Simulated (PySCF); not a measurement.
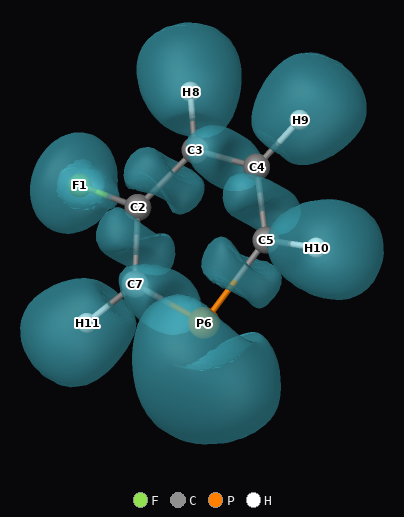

C₅H₄FP (SMILES Fc1cccpc1). Isosurface of the ELF at 0.75 (cyan), seen at a tilt. Only the valence region is drawn (cores and ρ < 0.01 e/Å³ removed).

Geometry: GFN2-xTB.

Method: PySCF, B3LYP/def2-SVPD, SCF density, gas phase.

```xyz
11

F    -2.5221    0.6136   -0.0342
C    -1.2460    0.1604   -0.0162
C    -0.2414    1.1130   -0.0214
C     1.0937    0.7466   -0.0040
C     1.5217   -0.5647    0.0203
P     0.4967   -1.9638    0.0319
C    -1.0594   -1.2023    0.0055
H    -0.5233    2.1542   -0.0387
H     1.8362    1.5339   -0.0099
H     2.5876   -0.7548    0.0339
H    -1.9382   -1.8334    0.0068
```

### Identify the bonds, lone pairs and shells in this picture.

At this value the surface marks out four regions between bonded C–C atoms (shared pairs), two regions between bonded C–P atoms (shared pairs), four regions around hydrogen nuclei, one region on F in which the atom's valence shell and bonds are merged and one lobe on P, pointing away from the bonds (lone pairs). Along the contacts the grid gives the following. C–F (1.35 Å): the ELF peaks at about 0.85 between the atoms; a shared but strongly polarised pair. C–C (1.38 Å): the ELF peaks at about 0.95 between the atoms; localised, covalent bonding.
